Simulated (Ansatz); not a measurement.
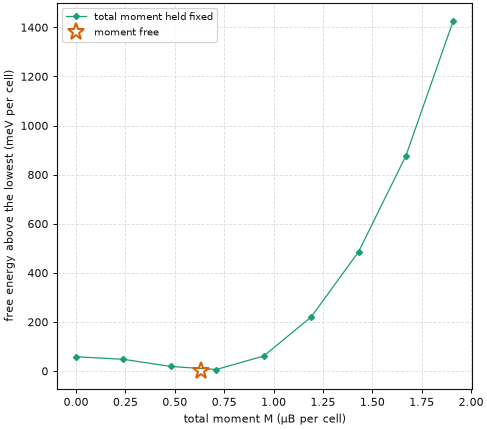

Fixed-spin-moment scan.
- system: Ni (Fm-3m, 1 atom in the cell)
- method: Ansatz, DFT, PBE, PAW, plane waves, scalar-relativistic; cutoff 420 eV, 13×13×13 k-mesh, Fermi–Dirac smearing of 0.05 eV, collinear spins

### What does the curve say about the magnetic state?

Among the held moments the energy is lowest at M = 0.7 μB. The best free run ends at M = 0.6 μB, at or below every held value. Antiparallel orders weren't tried, and these are the states found from these starts; lower ones may exist.

### How far does the point at M = 0 lie above the minimum?

About 58 meV per cell. That run is non-magnetic, so this is the energy of forming the moments.
